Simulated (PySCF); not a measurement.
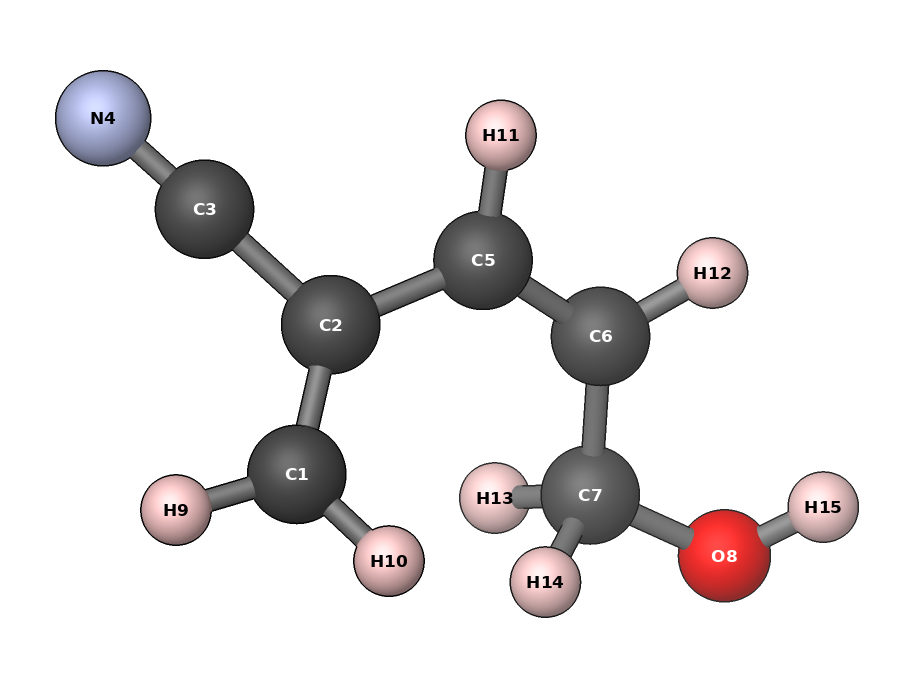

State: charge +1, doublet. The computed structure is the end point of a GFN2-xTB optimisation. No frequency run is at hand to confirm it as a minimum. Method: UKS B3LYP, pcH-1 on C H N O, non-relativistic (PySCF 2.14.0).

Give the isotropic hyperfine couplings (Fermi-contact term alone) of C1, C2, C3, N4, C5, C6, C7, O8, H9, H10, H11, H12, H13, H14, H15.

```csv
atom,isotope,a_iso (MHz)
C1,13C,26.2
C2,13C,−14.0
C3,13C,7.2
N4,14N,0.5
C5,13C,7.0
C6,13C,6.7
C7,13C,−22.8
O8,17O,−12.3
H9,1H,−22.6
H10,1H,−20.2
H11,1H,−0.3
H12,1H,−11.5
H13,1H,139.2
H14,1H,244.8
H15,1H,−11.3
```
